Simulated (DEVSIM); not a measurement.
Device: abrupt CdTe n-p junction, at 300 K.

```tsv
layer (left to right)	material	thickness (μm)	Nd (cm⁻³)	Na (cm⁻³)	τn (s)	τp (s)
1	CdTe	2.40	1.3e16	-	2.9e-9	2.9e-9
2	CdTe	26.0	-	2.2e14	2.9e-9	2.9e-9
```

Left contact: ohmic. Right contact: ohmic. Voltage is applied to the left contact. Recombination: SRH at mid-gap, radiative, Auger. Mobility is constant in doping.

The device is made up for the run: typed textbook-type constants, with dimensions and the other settings drawn at random. Values at 300 K.

```
parameter        CdTe
-------------  ------
gap (eV)          1.5
affinity (eV)    4.28
permittivity     10.2
Nc (cm⁻³)        8e17
Nv (cm⁻³)      1.8e19
μn (cm²/Vs)      1000
μp (cm²/Vs)        80
B (cm³/s)       1e-10
Cn (cm⁶/s)      1e-30
Cp (cm⁶/s)      1e-30
```

Simulated with DEVSIM: 1D drift-diffusion, Boltzmann statistics, complete ionisation; no tunnelling, impact ionisation, image-force lowering or self-heating.

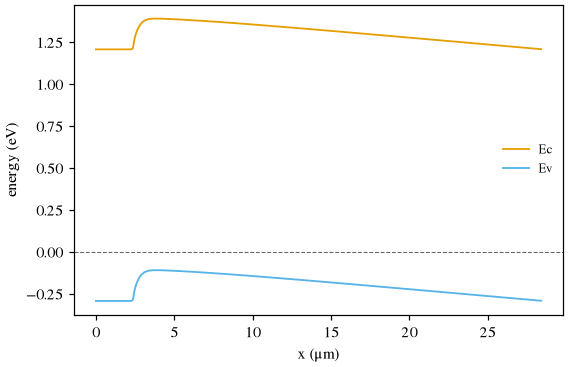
Fig. 1. Band edges at -1.1 V on the left contact

Energies count from the Fermi level of the right contact; mesh points crowd at the junctions.

```csv
x (μm),Ec (eV),Ev (eV),n (cm⁻³),p (cm⁻³),field (V/cm)
0.000,1.206,-0.293,1.3e16,< 1e2,≈ 0
0.03457,1.206,-0.293,1.3e16,6.1e8,≈ 0
0.1179,1.206,-0.293,1.3e16,2.1e9,≈ 0
0.3187,1.206,-0.293,1.3e16,5.8e9,≈ 0
1.070,1.206,-0.294,1.3e16,2.6e10,≈ 0
1.852,1.206,-0.294,1.3e16,7.4e10,≈ 0
2.187,1.206,-0.293,1.3e16,1.2e11,18
2.353,1.214,-0.286,9.6e15,1.9e11,2300
2.395,1.231,-0.269,5.0e15,3.8e11,6400
2.424,1.250,-0.250,2.4e15,7.9e11,5600
2.494,1.281,-0.219,7.3e14,2.7e12,3600
2.760,1.345,-0.155,6.2e13,3.3e13,1600
3.317,1.386,-0.114,1.1e13,1.8e14,230
4.682,1.388,-0.112,5.5e12,2.2e14,-43
9.894,1.356,-0.144,1.3e12,2.2e14,-72
19.02,1.284,-0.216,1.4e11,2.2e14,-81
24.59,1.239,-0.261,3.5e10,2.2e14,-82
26.86,1.220,-0.280,1.5e10,2.2e14,-82
27.96,1.211,-0.289,4.8e9,2.2e14,-82
28.24,1.209,-0.291,1.9e9,2.2e14,-82
28.35,1.208,-0.292,6.1e8,2.2e14,-82
28.40,1.208,-0.292,< 1e2,2.2e14,-82
```
